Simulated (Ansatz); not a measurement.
Start from SnO$_{2}$ in the rutile structure (space group P4_2/mnm, No. 136; a = 4.759 Å, c = 3.200 Å). Axes: x, y, z lie along a, b, c of the conventional cell.

Modification: strain tensor (xx, yy, zz, yz, xz, xy) = (+1.48, −1.12, −2.20, −0.71, +1.31, −1.01) %; the atoms relax in the strained cell.

The values are results of Ansatz (an electronic-structure program), r2SCAN, PAW, cutoff 500 eV, scalar-relativistic without spin-orbit coupling, earlier PAW set, not measurements.

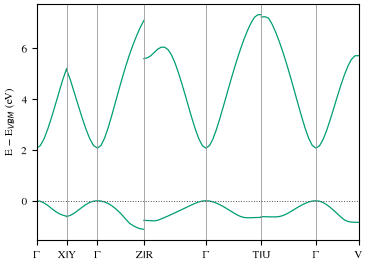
*Highest valence and lowest conduction band along the path of the changed cell's own zone*

The gap is 2.07 eV, direct at Γ; the base has 1.79 eV.

Whether these cells are dynamically stable was not tested. The base started in Pnnm and relaxed to P4_2/mnm at this level. k-point labels follow each cell's own Brillouin zone.
